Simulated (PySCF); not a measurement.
C₅H₇NO₂Si

Input file:

```
{"job": {"kind": "uv", "xc": "B3LYP", "basis": "def2-SVPD", "nstates": 8, "ntriplets": 3}, "charge": 0, "multiplicity": 1}
N     -1.966876     0.011230     2.233543
C     -1.661334    -0.087053     1.136100
C     -1.272401    -0.197809    -0.243707
C     -0.403880    -1.459897    -0.464416
O      0.814760    -1.390935     0.205452
Si     1.807634    -0.105602     0.242863
C      0.617004     1.411107     0.226759
C     -0.446678     1.012341    -0.715965
O     -0.610644     1.464124    -1.821474
H     -2.170187    -0.283920    -0.865907
H     -0.235265    -1.575712    -1.541930
H     -0.933782    -2.342747    -0.090156
H      2.492213    -0.284540     1.507215
H      2.650617    -0.033139    -0.949623
H      1.095828     2.330493    -0.099924
H      0.215392     1.541004     1.229758
```

Launched as:

```sh
OMP_NUM_THREADS=1 python probes_run.py task.json out
```

Geometry: GFN2-xTB.

These are results of B3LYP/def2-SVPD, SCF density, gas phase in PySCF 2.14.0, not measurements.

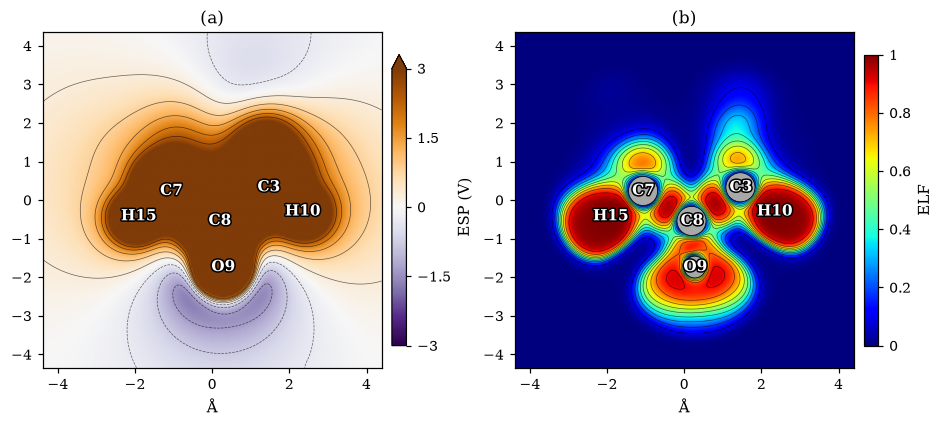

Figure 1. (a) molecular electrostatic potential; (b) electron localisation function on the plane of atoms C3, C8 and C7. Grey discs cover the atomic cores in the ELF map.

> Read the bonding off the picture.

The section cuts through C, O and H sites. C–O (1.21 Å): the ELF peaks at about 0.90 between the atoms (a multiple bond). C–H (1.09 Å): the ELF climbs to about 1 towards the hydrogen, as it does in any bond to H (a covalent bond by its length). The ELF also peaks beside O9, away from the bonds: lone-pair regions. Outside the dense part of the molecule the potential is most negative (−1.6 V) near O9.

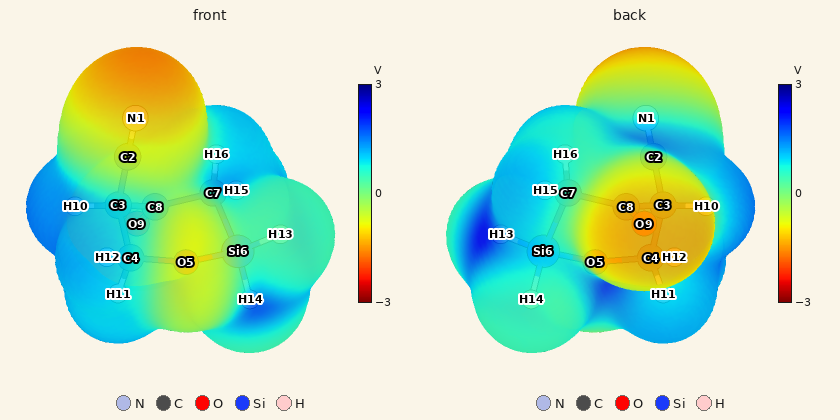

Figure 2. The molecular electrostatic potential painted on the density surface at 0.002 e/bohr³, seen from the front and from behind; red is negative and blue positive.

> Describe the electrostatic potential map.

The most negative region (about −1.6 V) lies over N1, the most positive (about +2.1 V) over Si6. N1 is the likeliest acceptor of a hydrogen bond.

> What dipole moment does the calculation give?

Its dipole moment is 2.34 D.
